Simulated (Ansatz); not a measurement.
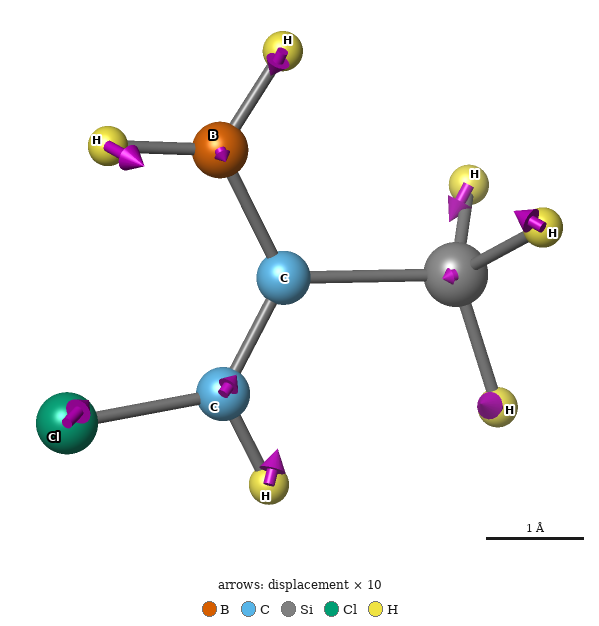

A relaxation of C$_{2}$H$_{6}$BClSi. The starting structure is drawn; purple arrows show the displacements, 10 times their true length. The two geometries are superimposed by the best rigid fit.

Style: ball-and-stick. Shown at a tilt.

The start comes from PBE-D4/def2-SVP.

Theory: RKS PBE0-D4/def2-TZVP in Ansatz.

The input:
```yaml
crystal:
  periodic: [false, false, false]
  atoms:
    - {symbol: B, position_ang: [0.757061, 1.508806, -0.003339]}
    - {symbol: C, position_ang: [-0.139734, 0.247260, -0.067014]}
    - {symbol: Si, position_ang: [0.628624, -1.432740, 0.337357]}
    - {symbol: C, position_ang: [-1.462061, 0.263793, -0.398303]}
    - {symbol: Cl, position_ang: [-2.403168, 1.665352, -0.789442]}
    - {symbol: H, position_ang: [1.918551, 1.407732, 0.351066]}
    - {symbol: H, position_ang: [0.326568, 2.603473, -0.309518]}
    - {symbol: H, position_ang: [-0.395793, -2.527005, 0.177567]}
    - {symbol: H, position_ang: [1.139651, -1.442408, 1.752546]}
    - {symbol: H, position_ang: [1.787451, -1.708432, -0.581490]}
    - {symbol: H, position_ang: [-2.091751, -0.642932, -0.448729]}
basis:
  gaussian: {orbitals: def2-TZVP}
hamiltonian: {xc: pbe0, dispersion: d4}
relax: {f_tol: 0.005, max_steps: 150}
```

Run as
```bash
ansatz run in.yaml --threads 4 --pin off --events-out ev --progress --plain --max-ram 10444MiB
```

### What did the optimiser do to the structure, and how much energy did it gain?

After 9 accepted moves (10 points after the start) the energy has fallen by 1.15 kcal/mol. Largest force component: 0.81 eV/Å at the start, 0.0026 eV/Å at the end. The line search rejected the trial step at point 7 of the run. The forces were under the threshold at step 5, but the run went on from there. The atom that moves furthest after the best rigid fit is H7 (0.057 Å). Largest moves by element: H 0.057 Å, Cl 0.050 Å, C 0.028 Å, Si 0.016 Å, B 0.015 Å. Near-neighbour distances that change, for instance: C2–C4 1.363 → 1.341 Å, B1–H7 1.215 → 1.194 Å, C2–Si3 1.891 → 1.869 Å, B1–H6 1.219 → 1.198 Å.
